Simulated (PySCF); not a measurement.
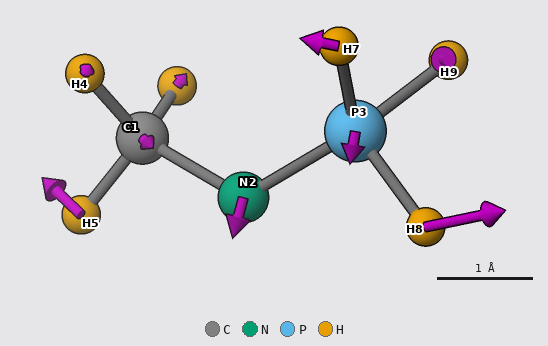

A relaxation of CH6NP. The starting structure is drawn; purple arrows show the displacements, magnified 10 times. The two geometries are superimposed by the best rigid fit.

The picture is a ball-and-stick view, seen from a free direction.

The start comes from GFN2-xTB.

Theory: PBE0-D3(BJ)/def2-SVP geometry optimisation, gas phase (PySCF 2.14.0, density-fitted response routines). 

Q: Which element moves most?

A: Hydrogen: up to 0.10 Å, against 0.05 Å for nitrogen.

Q: What happened in the run?

A: An H atom moves most after the best rigid fit: 0.10 Å. By element the largest moves are H 0.10 Å, N 0.05 Å, P 0.04 Å, C 0.02 Å. Some distances before and after: H–P 1.374 → 1.412 Å, H–P 1.408 → 1.444 Å, C–H 1.093 → 1.110 Å, C–N 1.445 → 1.435 Å. Among the angles between lasting bonds that change: N–P–H 105.7° → 110.2°, N–C–H 106.4° → 109.2°. The energy falls by 0.095 eV in 4 geometry steps. The run took roughly 5 core-seconds on a shared host.
